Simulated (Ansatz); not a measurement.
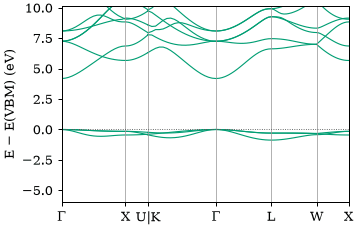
Band structure from the program Ansatz at the PBE level (PAW)

Task: Read off the gap and where the band edges lie.

Result: About 4.2 eV (4.19 eV by a search for the band edges); maximum at Γ, minimum at Γ.

Task: Pick the material that matches.
(A) CaS, rock salt
(B) RbBr, rock salt
(C) LiBr, rock salt

Result: B, RbBr, rock salt

Space group Fm-3m (rock salt). The PBE relaxation kept the symmetry of its start. Spin–orbit coupling is left out wherever it is not named.

Potentials: the later of the program's two PAW sets.
